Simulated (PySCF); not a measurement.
# C₇H₁₁F: excited states

Aim: compute the excited states of C₇H₁₁F (`CCC#CCCCF`).

Computed with PySCF 2.14.0 and routines of our own; the level stands in each step. Atoms count from 0.

### 1 The system as given

19 atoms, charge 0, multiplicity 1; geometry from: GFN2-xTB.

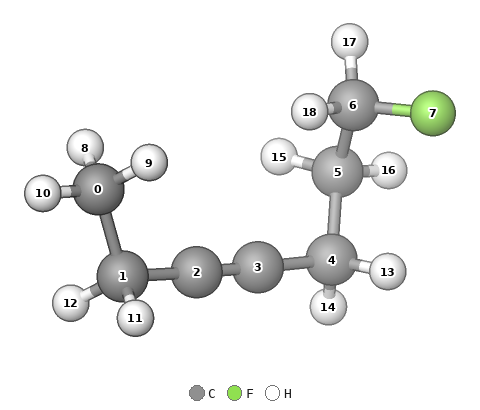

The starting geometry (carbon grey, fluorine green, hydrogen white).

### 2 Optimising the geometry at PBE0-D3(BJ)/def2-SVP

Job settings and geometry (Å):

```
{"job": {"xc": "PBE0", "basis": "def2-SVP", "d3": "d3bj", "grid": 1, "kind": "geom"}, "charge": 0, "multiplicity": 1}
C      2.412963     1.551535    -0.671453
C      2.351886     0.094568    -1.132026
C      1.096767    -0.521658    -0.743852
C      0.052135    -1.008994    -0.415421
C     -1.213727    -1.581446     0.004558
C     -1.766764    -0.860853     1.240489
C     -2.153671     0.575493     0.921570
F     -3.257961     0.603539     0.100244
H      2.320622     1.610932     0.411117
H      1.603746     2.126224    -1.117278
H      3.359745     1.999405    -0.965058
H      2.451042     0.044617    -2.220493
H      3.179270    -0.469211    -0.689910
H     -1.936445    -1.501071    -0.812568
H     -1.069133    -2.641309     0.231755
H     -1.014616    -0.844347     2.031066
H     -2.648682    -1.390310     1.606717
H     -2.427477     1.129715     1.825274
H     -1.349505     1.092422     0.387808
```

Run with:

```bash
OMP_NUM_THREADS=1 python excited_run.py task.json out
```

One launch serves the whole session: the jobs run in the order shown.

The log of the run:

```text
step   0  E = -372.45459647  max force = 0.022022
step   1  E = -372.45706576  max force = 0.002253
step   2  E = -372.45717049  max force = 0.000475
step   3  E = -372.45723472  max force = 0.001069
step   4  E = -372.45725942  max force = 0.000765
step   5  E = -372.45726956  max force = 0.000182
optimisation converged
```

It took 50 s on 1 thread of Arm Neoverse V1, shared host; peak memory 0.72 GiB.

The steps of the relaxation:

```tsv
step	energy from step 0 (eV)	largest force component (eV/Å)
0	0.0000	1.1324
1	-0.0672	0.1159
2	-0.0700	0.0244
3	-0.0718	0.0550
4	-0.0725	0.0393
5	-0.0727	0.0094
```

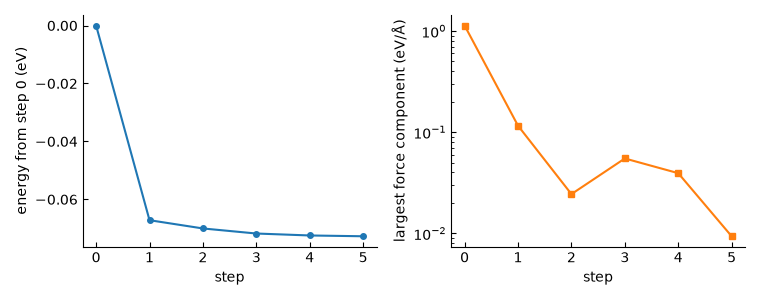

Energy and largest force along the relaxation.

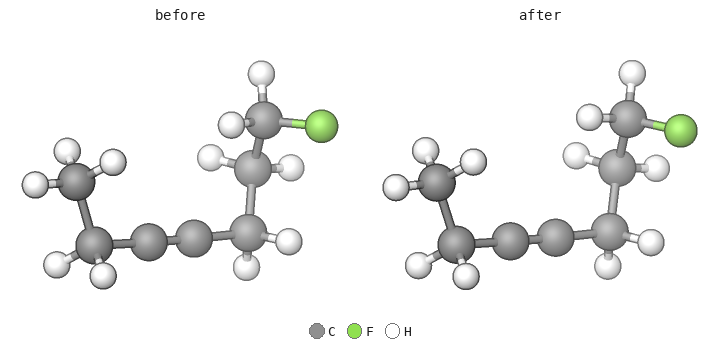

Before and after, at one scale.

Distances of close pairs at the start and the end, largest changes first:

```tsv
bond	before (Å)	after (Å)	change (Å)
C2–C3	1.199	1.213	+0.015
C0–H10	1.088	1.100	+0.013
C5–C6	1.521	1.509	-0.012
C0–H9	1.088	1.100	+0.012
C0–H8	1.088	1.100	+0.012
C5–H15	1.091	1.102	+0.011
C5–H16	1.092	1.102	+0.010
C1–H11	1.094	1.104	+0.010
```

The final coordinates are the input of the step that follows.

```tsv
at the end point	value
point group (found at 0.08 Å tolerance)	C1
rotational constants (GHz, main isotopes)	3.368, 0.865, 0.761
dipole moment (D)	1.72
```

### 3 Excited states: TDA LC-wPBE/def2-SVPD

Job settings and geometry (Å):

```
{"job": {"kind": "states", "xc": "LC-wPBE", "basis": "def2-SVPD", "tda": true, "soc": true, "nstates": 6, "ntriplets": 5, "nquad": 4}, "charge": 0, "multiplicity": 1}
C      2.495390     1.580870    -0.750576
C      2.384470     0.115684    -1.168762
C      1.135350    -0.511893    -0.749654
C      0.087637    -1.015367    -0.402180
C     -1.178396    -1.593573     0.035188
C     -1.788656    -0.877189     1.243778
C     -2.174629     0.552182     0.951089
F     -3.125768     0.588971    -0.043522
H      2.439669     1.683371     0.343311
H      1.679616     2.176446    -1.186342
H      3.451092     2.009774    -1.087095
H      2.474548     0.033495    -2.265778
H      3.232945    -0.456719    -0.755476
H     -1.903028    -1.559327    -0.795734
H     -1.031875    -2.659733     0.275189
H     -1.074982    -0.880950     2.083988
H     -2.684139    -1.428014     1.574614
H     -2.593414     1.037852     1.848940
H     -1.298183     1.131680     0.612407
```

Method: TDA LC-wPBE/def2-SVPD excited states, vertical, gas phase, spin-orbit mean-field couplings.

The log of the run:

```text
coarse grid: 15512 points
cycle   1  E = -372.5326229646  dE =  1.107e+00  |g| = 5.288e-01  |ddm| = 8.145e+00
cycle   2  E = -372.5584989274  dE = -2.588e-02  |g| = 5.002e-01  |ddm| = 2.548e+00
cycle   3  E = -372.5978975536  dE = -3.940e-02  |g| = 6.339e-02  |ddm| = 5.438e-01
cycle   4  E = -372.5986939300  dE = -7.964e-04  |g| = 2.306e-02  |ddm| = 2.891e-01
cycle   5  E = -372.5988289680  dE = -1.350e-04  |g| = 4.561e-03  |ddm| = 9.379e-02
cycle   6  E = -372.5988339185  dE = -4.951e-06  |g| = 1.974e-03  |ddm| = 2.097e-02
final grid: 149152 points
cycle   7  E = -372.6679695851  dE = -3.411e-05  |g| = 9.615e-03  |ddm| = 1.210e-01
cycle   8  E = -372.6679682115  dE =  1.374e-06  |g| = 1.067e-02  |ddm| = 2.527e-02
cycle   9  E = -372.6679860711  dE = -1.786e-05  |g| = 5.786e-04  |ddm| = 9.607e-03
cycle  10  E = -372.6679861663  dE = -9.521e-08  |g| = 3.023e-04  |ddm| = 1.829e-03
cycle  11  E = -372.6679861871  dE = -2.082e-08  |g| = 1.072e-04  |ddm| = 7.942e-04
cycle  12  E = -372.6679861756  dE =  1.152e-08  |g| = 1.564e-05  |ddm| = 2.427e-04
cycle  13  E = -372.6679861757  dE = -1.330e-10  |g| = 5.566e-06  |ddm| = 6.706e-05
converged SCF energy = -372.6679861757

Singlet excitations
state   eV       nm        f     d(h-e)  d(exc)  Lambda  PR(NTO)  |dmu|/D   mu/D   main configurations
  1   6.5761   188.5   0.00011   0.057   2.345   0.417   1.398    0.260    1.820   H->L+7 0.41, H->L+1 0.22, H-1->L+5 0.11
  2   6.9409   178.6   0.00213   0.030   2.373   0.566   2.012    0.151    1.824   H->L+5 0.33, H-1->L+7 0.25, H-1->L+1 0.15
  3   6.9975   177.2   0.00217   0.039   2.333   0.435   1.398    0.215    1.871   H-1->L+5 0.57
  4   7.5907   163.3   0.01916   0.234   3.261   0.307   1.032    1.502    2.042   H->L 0.65, H->L+2 0.13
  5   7.7526   159.9   0.03013   0.243   3.275   0.320   1.024                     H-1->L 0.67, H-1->L+2 0.11
  6   8.8116   140.7   0.03472   0.501   3.815   0.340   1.119                     H->L+1 0.23, H->L+2 0.21, H->L+7 0.14

Triplet excitations (Tamm-Dancoff)
state   eV     d(h-e)  d(exc)  Lambda  PR(NTO)   main configurations
  1   5.3003   0.007   2.112   0.563   2.028   H->L+5 0.30, H-1->L+7 0.27, H-1->L+1 0.10
  2   5.8397   0.023   2.198   0.423   1.826   H->L+7 0.34, H-1->L+5 0.22, H->L+1 0.15
  3   5.8644   0.008   2.182   0.568   2.012   H->L+5 0.34, H-1->L+7 0.25, H-1->L+1 0.10
  4   6.6476   0.020   2.297   0.430   1.821   H-1->L+5 0.44, H->L+7 0.17, H->L+1 0.09
  5   7.3897   0.234   3.176   0.308   1.039   H->L 0.63, H->L+2 0.14
S1 - T1 = 1.2758 eV

Spin-orbit couplings |<S|Hso|T>| (cm-1)
             T1       T2       T3       T4       T5
S0        0.148    0.279    0.197    0.639    0.934
S1        0.911    0.076    9.153    0.034    2.442
S2        0.319   25.590    0.201    4.228    1.612
S3        0.210    0.146   24.257    0.090    1.033
S4        1.332    2.257    1.908    1.539    0.546
S5        1.625    1.572    1.881    1.952   13.310
S6        0.659    0.426    2.324    1.327    0.678
T1 sublevels (cm-1): 0.000 0.000 0.067   radiative rates (1/s): 0.173 0.0848 0.0158
```

Run time: 74 s. Hardware: 1 thread of Arm Neoverse V1, shared host; peak memory 1.1 GiB.

In short:

```tsv
quantity	value
S1 less T1	1.28 eV
```

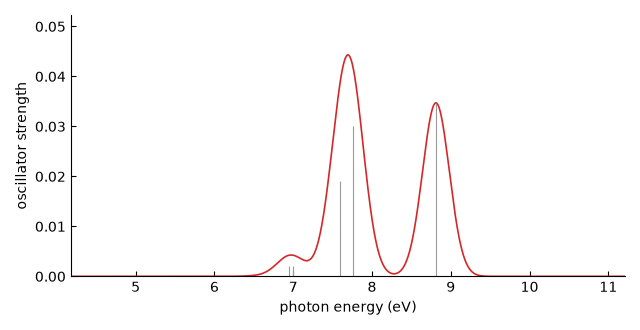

Absorption lines of the singlets. Lines are broadened to a width of 0.40 eV (Gaussian).

### 4 Results

```
                                  quantity                 value
                               point group                    C1
      rotational constants (main isotopes)  3.37, 0.86, 0.76 GHz
S1 less T1 (step 3, TDA LC-wPBE/def2-SVPD)               1.28 eV
```

The optimisation took 5 steps and gained 0.073 eV; among the close pairs (by a distance rule), C2–C3 changed most, from 1.199 to 1.213 Å. In step 3, the number of triplets below S1 is 3, and the largest singlet-triplet spin-orbit coupling is S2–T2, 25.59 cm⁻¹.
